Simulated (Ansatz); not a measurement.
# Manganese, beta-Sn type under m-r²SCAN: structure, energy and stiffness, part 2 of 2

Aim: take manganese in the beta-Sn type structure, relax it, solve it on a dense k-mesh, then scale the cell to 7 volumes from 88 to 112 % of the relaxed one and try a fit of the equation of state. The start is ferromagnetic. The k-meshes are 14×14×10 for the relaxation; 25×25×23 for the dense run; 17×17×16 for the volumes.

Ansatz 0.2.0; DFT, m-r2SCAN, plane waves (500 eV) with PAW, scalar-relativistic.

### 3 The energy on a finer k-mesh

Contents of input.yaml:

```yaml
crystal:
  lattice:
    - [-2.7985947657, 2.7995484242, 1.1802399224]
    - [2.7995484242, -2.7985947657, 1.1802399224]
    - [1.5954432589, 1.5954432589, -1.1784932952]
  atoms:
    - { symbol: Mn, position: [0.0001364406, 0.9998635594, 0.0], spin: 3.0 }
    - { symbol: Mn, position: [0.7498635594, 0.2501364406, 0.5], spin: 3.0 }
hamiltonian:
  xc: mr2scan
  pseudopotentials:
    kind: paw
    azcp:
      Mn: "pseudopotentials/Mn.paw.azcp"
basis:
  ecutwfc: 500
  fft_grid_basis: typed
kpoints:
  mp_grid: { grid: [25, 25, 23], shift: [0, 0, 0] }
magnetization:
  spin_polarized: true
scf:
  occupations: { method: fermi_dirac, width: 0.05 }
```

Run with:

```bash
> ansatz run input.yaml --threads 2 --pin off --max-ram 5120MiB --backend cpu --events-out ev --progress --plain --runs-dir out
```

The log of the run, cut to the lines that bear on the results:

```text
Warning: RAYON_NUM_THREADS=2 ignored (pool sized by the plan → 2); use --threads N
[...]
Pseudopotentials: kind: paw
Pseudopotential: Mn, paw, valence charge 15, recommended cutoff 500 eV (meta_gga), <dir>
Functional definition: m-r2SCAN
[...]
Crystal: 2 atoms, lattice volume = 21.089 Å³
Basis set: ecut = 500 eV, 543 PW (Γ), exchange–correlation on 128×128×80 points (64 copies of the dense FFT grid, shifted against one another)
Bands: 22, of which v1, the nominal top of the filled ones, is band 15 counted from 1 (14 counted from 0)
Symmetry: 4 space group operations
[...]
WARN: the starting moments were not kept: the SCF closed with an absolute magnetisation of 2.7e-6 μB, where they sum to 6 μB in size (2 sites). That is at most 0.1 of that sum. Measured as dr2_m measures the in/out step, that magnetisation stands 4.8e-12 eV from none, at or under the [...]
this state was not tested for a lower state beside it, because the mixer in use, unlike msr1, does not test its closes by its own steps (another_mixer; see scf.mixing.algorithm and scf.lower_state_search)
SCF converged after 22 iterations
Magnetization: -0.0000 μB (15.0000 up, 15.0000 down)
Absolute magnetization: 0.0000 μB (∫|ρ↑−ρ↓|, with the PAW one-centre terms)
Spin contamination: 0.0000 ħ² per cell (⟨S²⟩ above its minimum at these occupations)
Per-site moments (μB) at R_I (Å): [(-1.2837713300327608e-6, 0.9702407136553994), (-1.2837713300815691e-6, 0.9702407136553994)]
Free energy (F): -7806.751050 eV
[...]
E sigma→0 (E₀):  -7806.736312 eV
Entropy (-TS):   -0.029476 eV (-14.738 meV/atom)
Fermi energy:    20.913608 eV
[...]
```

Wall time 9.5 min (2 threads of Arm Neoverse V1, shared host); peak memory 3.2 GiB.

### 4 The cell scaled to 88 % of its volume

Contents of input.yaml:

```yaml
crystal:
  lattice:
    - [-2.6818485064, 2.6827623821, 1.1310050001]
    - [2.6827623821, -2.6818485064, 1.1310050001]
    - [1.5288877023, 1.5288877023, -1.1293312352]
  atoms:
    - { symbol: Mn, position: [0.0001364406, 0.9998635594, 0.0], spin: 3.0 }
    - { symbol: Mn, position: [0.7498635594, 0.2501364406, 0.5], spin: 3.0 }
hamiltonian:
  xc: mr2scan
  pseudopotentials:
    kind: paw
    azcp:
      Mn: "pseudopotentials/Mn.paw.azcp"
basis:
  ecutwfc: 500
  fft_grid_basis: typed
kpoints:
  mp_grid: { grid: [17, 17, 16], shift: [0, 0, 0] }
magnetization:
  spin_polarized: true
scf:
  occupations: { method: fermi_dirac, width: 0.05 }
  lower_state_search: "off"
output:
  stress: true
  write_density: true
  write_potential: true
  elf: true
  volumetric_format: npy
```

Run with:

```bash
> ansatz run input.yaml --threads 2 --pin off --max-ram 5120MiB --backend cpu --events-out ev --progress --plain --runs-dir out
```

The log of the run, cut to the lines that bear on the results:

```text
Warning: RAYON_NUM_THREADS=2 ignored (pool sized by the plan → 2); use --threads N
[...]
[... 3 set-up lines as earlier in the session ...]
[...]
Crystal: 2 atoms, lattice volume = 18.558 Å³
Basis set: ecut = 500 eV, 467 PW (Γ), exchange–correlation on 120×120×72 points (64 copies of the dense FFT grid, shifted against one another)
Bands: 22, of which v1, the nominal top of the filled ones, is band 15 counted from 1 (14 counted from 0)
[... 1 set-up line as earlier in the session ...]
[...]
WARN: the starting moments were not kept: the SCF closed with an absolute magnetisation of 6.3e-5 μB, where they sum to 6 μB in size (2 sites). That is at most 0.1 of that sum. Measured as dr2_m measures the in/out step, that magnetisation stands 3.1e-9 eV from none, at or under the [...]
Spin contamination: 0.0000 ħ² per cell (⟨S²⟩ above its minimum at these occupations)
Per-site moments (μB) at R_I (Å): [(-3.0405594309482833e-5, 0.9297661243121608), (-3.0405594309379295e-5, 0.9297661243121608)]
Free energy (F): -7806.392837 eV
[...]
E sigma→0 (E₀):  -7806.380697 eV
Entropy (-TS):   -0.024281 eV (-12.140 meV/atom)
Fermi energy:    24.267319 eV
[...]
--- Stress (GPa, compression-positive) ---
       51.438605      -1.488599      -0.040743
       -1.488599      51.438605      -0.040743
       -0.040745      -0.040745      49.725007
  P = ⅓ Tr σ = 50.8674 GPa (508.674 kbar)
--- Band table (eV; the first three rows and the last of 2466) ---
[... band rows left out ...]
[...]
```

It took 3.1 min on 2 threads of Arm Neoverse V1, shared host; peak memory 1.2 GiB.

Axes a, b and c in the maps are those of this run's conventional cell (a, b, c = 2.262, 4.326, 7.587 Å).

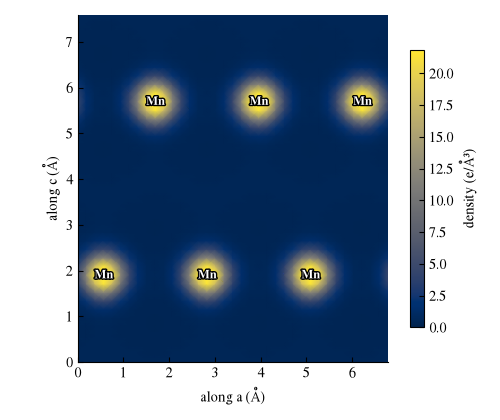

Density in a lattice plane of the grid's cell (edges 2.26 and 7.59 Å, at 0.250 of the third edge), which holds Mn. Only atoms in the plane are labelled; the density scale stops at 21.86 e/Å³. It is the smooth density of the valence electrons, not physical close to the nuclei.

### 5 The cell scaled to 92 % of its volume

Edit input.yaml of step 4 so:

```diff
@@ -2,5 +2,5 @@
   lattice:
-    - [-2.6818485064, 2.6827623821, 1.1310050001]
-    - [2.6827623821, -2.6818485064, 1.1310050001]
-    - [1.5288877023, 1.5288877023, -1.1293312352]
+    - [-2.7218819982, 2.7228095158, 1.1478881608]
+    - [2.7228095158, -2.7218819982, 1.1478881608]
+    - [1.5517102865, 1.5517102865, -1.1461894106]
   atoms:
@@ -26,5 +26 @@
   stress: true
-  write_density: true
-  write_potential: true
-  elf: true
-  volumetric_format: npy
```

Run with:

```bash
> ansatz run input.yaml --threads 2 --pin off --max-ram 5120MiB --backend cpu --events-out ev --progress --plain --runs-dir out
```

The log of the run, cut to the lines that bear on the results:

```text
Warning: RAYON_NUM_THREADS=2 ignored (pool sized by the plan → 2); use --threads N
[...]
[... 3 set-up lines as earlier in the session ...]
[...]
Crystal: 2 atoms, lattice volume = 19.402 Å³
Basis set: ecut = 500 eV, 507 PW (Γ), exchange–correlation on 120×120×80 points (64 copies of the dense FFT grid, shifted against one another)
Bands: 22, of which v1, the nominal top of the filled ones, is band 15 counted from 1 (14 counted from 0)
[... 1 set-up line as earlier in the session ...]
[...]
WARN: the starting moments were not kept: the SCF closed with an absolute magnetisation of 5.8e-6 μB, where they sum to 6 μB in size (2 sites). That is at most 0.1 of that sum. Measured as dr2_m measures the in/out step, that magnetisation stands 2.7e-11 eV from none, at or under the [...]
Magnetization: 0.0000 μB (15.0000 up, 15.0000 down)
Absolute magnetization: 0.0000 μB (∫|ρ↑−ρ↓|, with the PAW one-centre terms)
Spin contamination: 0.0000 ħ² per cell (⟨S²⟩ above its minimum at these occupations)
Per-site moments (μB) at R_I (Å): [(2.7650671806976167e-6, 0.9436452768451203), (2.7650671804053285e-6, 0.9436452768451203)]
Free energy (F): -7806.604179 eV
[...]
E sigma→0 (E₀):  -7806.591222 eV
Entropy (-TS):   -0.025913 eV (-12.957 meV/atom)
Fermi energy:    23.056889 eV
[...]
--- Stress (GPa, compression-positive) ---
       30.538296      -0.892949      -0.035788
       -0.892949      30.538296      -0.035788
       -0.035788      -0.035788      29.405630
  P = ⅓ Tr σ = 30.1607 GPa (301.607 kbar)
```

It took 3.2 min on 2 threads of Arm Neoverse V1, shared host; peak memory 1.2 GiB.

### 6 The cell scaled to 96 % of its volume

Edit input.yaml of step 5 so:

```diff
@@ -2,5 +2,5 @@
   lattice:
-    - [-2.7218819982, 2.7228095158, 1.1478881608]
-    - [2.7228095158, -2.7218819982, 1.1478881608]
-    - [1.5517102865, 1.5517102865, -1.1461894106]
+    - [-2.7607712809, 2.7617120505, 1.1642887789]
+    - [2.7617120505, -2.7607712809, 1.1642887789]
+    - [1.5738805716, 1.5738805716, -1.1625657576]
   atoms:
@@ -26 +26,5 @@
   stress: true
+  write_density: true
+  write_potential: true
+  elf: true
+  volumetric_format: npy
```

Run with:

```bash
> ansatz run input.yaml --threads 2 --pin off --max-ram 5120MiB --backend cpu --events-out ev --progress --plain --runs-dir out
```

The log of the run, cut to the lines that bear on the results:

```text
Warning: RAYON_NUM_THREADS=2 ignored (pool sized by the plan → 2); use --threads N
[...]
[... 3 set-up lines as earlier in the session ...]
[...]
Crystal: 2 atoms, lattice volume = 20.245 Å³
Basis set: ecut = 500 eV, 519 PW (Γ), exchange–correlation on 120×120×80 points (64 copies of the dense FFT grid, shifted against one another)
Bands: 22, of which v1, the nominal top of the filled ones, is band 15 counted from 1 (14 counted from 0)
[... 1 set-up line as earlier in the session ...]
[...]
WARN: the starting moments were not kept: the SCF closed with an absolute magnetisation of 9.9e-5 μB, where they sum to 6 μB in size (2 sites). That is at most 0.1 of that sum. Measured as dr2_m measures the in/out step, that magnetisation stands 7.4e-9 eV from none, at or under the [...]
Spin contamination: 0.0000 ħ² per cell (⟨S²⟩ above its minimum at these occupations)
Per-site moments (μB) at R_I (Å): [(4.743423037023258e-5, 0.957127745193988), (4.7434230369994416e-5, 0.957127745193988)]
Free energy (F): -7806.717497 eV
[...]
E sigma→0 (E₀):  -7806.703706 eV
Entropy (-TS):   -0.027583 eV (-13.792 meV/atom)
Fermi energy:    21.942993 eV
[...]
--- Stress (GPa, compression-positive) ---
       13.713461      -0.390033      -0.032513
       -0.390033      13.713461      -0.032513
       -0.032516      -0.032516      13.018979
  P = ⅓ Tr σ = 13.4820 GPa (134.820 kbar)
--- Band table (eV; the first three rows and the last of 2466) ---
[... band rows left out ...]
[...]
```

It took 4.1 min on 2 threads of Arm Neoverse V1, shared host; peak memory 1.2 GiB.

### 7 The cell scaled to 100 % of its volume

Edit input.yaml of step 6 so:

```diff
@@ -2,5 +2,5 @@
   lattice:
-    - [-2.7607712809, 2.7617120505, 1.1642887789]
-    - [2.7617120505, -2.7607712809, 1.1642887789]
-    - [1.5738805716, 1.5738805716, -1.1625657576]
+    - [-2.7985947657, 2.7995484242, 1.1802399224]
+    - [2.7995484242, -2.7985947657, 1.1802399224]
+    - [1.5954432589, 1.5954432589, -1.1784932952]
   atoms:
```

Run with:

```bash
> ansatz run input.yaml --threads 2 --pin off --max-ram 5120MiB --backend cpu --events-out ev --progress --plain --runs-dir out
```

The log of the run, cut to the lines that bear on the results:

```text
Warning: RAYON_NUM_THREADS=2 ignored (pool sized by the plan → 2); use --threads N
[...]
[... 3 set-up lines as earlier in the session ...]
[...]
Crystal: 2 atoms, lattice volume = 21.089 Å³
Basis set: ecut = 500 eV, 543 PW (Γ), exchange–correlation on 128×128×80 points (64 copies of the dense FFT grid, shifted against one another)
Bands: 22, of which v1, the nominal top of the filled ones, is band 15 counted from 1 (14 counted from 0)
[... 1 set-up line as earlier in the session ...]
[...]
WARN: the starting moments were not kept: the SCF closed with an absolute magnetisation of 7.2e-6 μB, where they sum to 6 μB in size (2 sites). That is at most 0.1 of that sum. Measured as dr2_m measures the in/out step, that magnetisation stands 2.7e-11 eV from none, at or under the [...]
Spin contamination: 0.0000 ħ² per cell (⟨S²⟩ above its minimum at these occupations)
Per-site moments (μB) at R_I (Å): [(2.0494132127475403e-6, 0.9702407136553994), (2.049413212816329e-6, 0.9702407136553994)]
Free energy (F): -7806.751804 eV
[...]
E sigma→0 (E₀):  -7806.737171 eV
Entropy (-TS):   -0.029266 eV (-14.633 meV/atom)
Fermi energy:    20.915170 eV
[...]
--- Stress (GPa, compression-positive) ---
        0.141823       0.020240      -0.030092
        0.020240       0.141823      -0.030092
       -0.030093      -0.030093      -0.192935
  P = ⅓ Tr σ = 0.0302 GPa (0.302 kbar)
--- Band table (eV; the first three rows and the last of 2466) ---
[... band rows left out ...]
[...]
```

Wall time 4.8 min (2 threads of Arm Neoverse V1, shared host); peak memory 1.2 GiB.

### 8 The cell scaled to 104 % of its volume

Edit input.yaml of step 7 so:

```diff
@@ -2,5 +2,5 @@
   lattice:
-    - [-2.7985947657, 2.7995484242, 1.1802399224]
-    - [2.7995484242, -2.7985947657, 1.1802399224]
-    - [1.5954432589, 1.5954432589, -1.1784932952]
+    - [-2.8354226043, 2.8363888124, 1.1957711761]
+    - [2.8363888124, -2.8354226043, 1.1957711761]
+    - [1.6164383411, 1.6164383411, -1.1940015643]
   atoms:
@@ -26,5 +26 @@
   stress: true
-  write_density: true
-  write_potential: true
-  elf: true
-  volumetric_format: npy
```

Run with:

```bash
> ansatz run input.yaml --threads 2 --pin off --max-ram 5120MiB --backend cpu --events-out ev --progress --plain --runs-dir out
```

The log of the run, cut to the lines that bear on the results:

```text
Warning: RAYON_NUM_THREADS=2 ignored (pool sized by the plan → 2); use --threads N
[...]
[... 3 set-up lines as earlier in the session ...]
[...]
Crystal: 2 atoms, lattice volume = 21.933 Å³
Basis set: ecut = 500 eV, 579 PW (Γ), exchange–correlation on 128×128×80 points (64 copies of the dense FFT grid, shifted against one another)
Bands: 22, of which v1, the nominal top of the filled ones, is band 15 counted from 1 (14 counted from 0)
[... 1 set-up line as earlier in the session ...]
[...]
WARN: the starting moments were not kept: the SCF closed with an absolute magnetisation of 1.3e-4 μB, where they sum to 6 μB in size (2 sites). That is at most 0.1 of that sum. Measured as dr2_m measures the in/out step, that magnetisation stands 1.3e-8 eV from none, at or under the [...]
Magnetization: 0.0001 μB (15.0001 up, 14.9999 down)
Absolute magnetization: 0.0001 μB (∫|ρ↑−ρ↓|, with the PAW one-centre terms)
Spin contamination: 0.0000 ħ² per cell (⟨S²⟩ above its minimum at these occupations)
Per-site moments (μB) at R_I (Å): [(6.608478582241314e-5, 0.9830085030135746), (6.608478582224816e-5, 0.9830085030135746)]
Free energy (F): -7806.722386 eV
[...]
E sigma→0 (E₀):  -7806.706897 eV
Entropy (-TS):   -0.030979 eV (-15.490 meV/atom)
Fermi energy:    19.964039 eV
[...]
--- Stress (GPa, compression-positive) ---
      -10.803119       0.355615      -0.027859
        0.355615     -10.803119      -0.027859
       -0.027860      -0.027860     -10.841500
  P = ⅓ Tr σ = -10.8159 GPa (-108.159 kbar)
```

Run time: 3.7 min. Hardware: 2 threads of Arm Neoverse V1, shared host; peak memory 1.3 GiB.

### 9 The cell scaled to 108 % of its volume

Edit input.yaml of step 8 so:

```diff
@@ -2,5 +2,5 @@
   lattice:
-    - [-2.8354226043, 2.8363888124, 1.1957711761]
-    - [2.8363888124, -2.8354226043, 1.1957711761]
-    - [1.6164383411, 1.6164383411, -1.1940015643]
+    - [-2.8713178403, 2.8722962801, 1.2109091272]
+    - [2.8722962801, -2.8713178403, 1.2109091272]
+    - [1.6369017582, 1.6369017582, -1.2091171128]
   atoms:
@@ -26 +26,5 @@
   stress: true
+  write_density: true
+  write_potential: true
+  elf: true
+  volumetric_format: npy
```

Run with:

```bash
> ansatz run input.yaml --threads 2 --pin off --max-ram 5120MiB --backend cpu --events-out ev --progress --plain --runs-dir out
```

The log of the run, cut to the lines that bear on the results:

```text
Warning: RAYON_NUM_THREADS=2 ignored (pool sized by the plan → 2); use --threads N
[...]
[... 3 set-up lines as earlier in the session ...]
[...]
Crystal: 2 atoms, lattice volume = 22.776 Å³
Basis set: ecut = 500 eV, 583 PW (Γ), exchange–correlation on 128×128×80 points (64 copies of the dense FFT grid, shifted against one another)
Bands: 22, of which v1, the nominal top of the filled ones, is band 15 counted from 1 (14 counted from 0)
[... 1 set-up line as earlier in the session ...]
[...]
WARN: the starting moments were not kept: the SCF closed with an absolute magnetisation of 2.3e-4 μB, where they sum to 6 μB in size (2 sites). That is at most 0.1 of that sum. Measured as dr2_m measures the in/out step, that magnetisation stands 4.0e-8 eV from none, at or under the [...]
Spin contamination: 0.0000 ħ² per cell (⟨S²⟩ above its minimum at these occupations)
Per-site moments (μB) at R_I (Å): [(0.00011370070379268458, 0.9954529696921671), (0.00011370070379282496, 0.9954529696921671)]
Free energy (F): -7806.641617 eV
[...]
E sigma→0 (E₀):  -7806.625259 eV
Entropy (-TS):   -0.032716 eV (-16.358 meV/atom)
Fermi energy:    19.081456 eV
[...]
--- Stress (GPa, compression-positive) ---
      -19.616338       0.629443      -0.025535
        0.629443     -19.616338      -0.025535
       -0.025537      -0.025537     -19.414073
  P = ⅓ Tr σ = -19.5489 GPa (-195.489 kbar)
--- Band table (eV; the first three rows and the last of 2466) ---
[... band rows left out ...]
[...]
```

Run time: 6.1 min. Hardware: 2 threads of Arm Neoverse V1, shared host; peak memory 1.3 GiB.

### 10 The cell scaled to 112 % of its volume

Edit input.yaml of step 9 so:

```diff
@@ -2,5 +2,5 @@
   lattice:
-    - [-2.8713178403, 2.8722962801, 1.2109091272]
-    - [2.8722962801, -2.8713178403, 1.2109091272]
-    - [1.6369017582, 1.6369017582, -1.2091171128]
+    - [-2.9063373629, 2.9073277361, 1.2256777672]
+    - [2.9073277361, -2.9063373629, 1.2256777672]
+    - [1.6568659424, 1.6568659424, -1.2238638968]
   atoms:
```

Run with:

```bash
> ansatz run input.yaml --threads 2 --pin off --max-ram 5120MiB --backend cpu --events-out ev --progress --plain --runs-dir out
```

The log of the run, cut to the lines that bear on the results:

```text
Warning: RAYON_NUM_THREADS=2 ignored (pool sized by the plan → 2); use --threads N
[...]
[... 3 set-up lines as earlier in the session ...]
[...]
Crystal: 2 atoms, lattice volume = 23.620 Å³
Basis set: ecut = 500 eV, 591 PW (Γ), exchange–correlation on 128×128×80 points (64 copies of the dense FFT grid, shifted against one another)
[...]
Free energy (F): -7806.520640 eV
[...]
E sigma→0 (E₀):  -7806.504311 eV
Entropy (-TS):   -0.032658 eV (-16.329 meV/atom)
Fermi energy:    18.251700 eV
[...]
--- Stress (GPa, compression-positive) ---
      -25.815919       1.392068      -0.030760
        1.392068     -25.815919      -0.030760
       -0.030748      -0.030748     -25.853312
  P = ⅓ Tr σ = -25.8284 GPa (-258.284 kbar)
--- Band table (eV; the first three rows and the last of 2466) ---
[... band rows left out ...]
[...]
```

It took 5.3 min on 2 threads of Arm Neoverse V1, shared host; peak memory 1.4 GiB.

### 11 Fitting the volumes

The cell was scaled evenly, with its shape and the fractional positions fixed.

| V (Å³/atom) | E − lowest (meV/atom) | P from the stress (GPa) | largest moment (μB) |
| --- | --- | --- | --- |
| 9.279 | 178.2 | 50.87 | 0.00 |
| 9.701 | 73.0 | 30.16 | 0.00 |
| 10.123 | 16.7 | 13.48 | 0.00 |
| 10.544 | 0.0 | 0.03 | 0.00 |
| 10.966 | 15.1 | -10.82 | 0.00 |
| 11.388 | 56.0 | -19.55 | 0.00 |
| 11.810 | 116.4 | -25.83 | 0.38 |

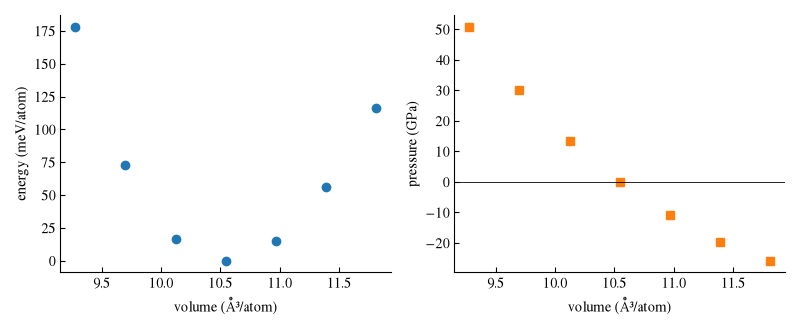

Energy and pressure against volume.

No single fit is made: the magnetic state changes along the curve.

### 12 Summary of results

What follows sums up all 2 parts.

| quantity | value |
| --- | --- |
| space group (spins left aside) | Fddd (No. 70) |
| conventional cell | a = 2.360 Å, b = 4.514 Å, c = 7.917 Å |
| volume | 10.544 Å³/atom |
| shortest distance | 2.352 Å |
| gap on the mesh | none (levels filled in part) |
| magnetic state | non-magnetic |
| relative to alpha-Mn (A12), antiferromagnetic | +175 meV/atom |

**Reading.** The relaxation shrank the cell by 14.5 % in volume. The cell has left its prototype: it ends as Fddd. What follows belongs to that structure, not to the type named at the start. The mesh has less symmetry than the lattice, which may have let the distortion in. Against the reference form of manganese (alpha-Mn (A12), antiferromagnetic, computed apart with the same settings) it stands 175 meV/atom higher; part of this is magnetic energy, as this run has no moments. The moments die out: the run ends non-magnetic. No gap shows: it is a metal or semimetal at this level.
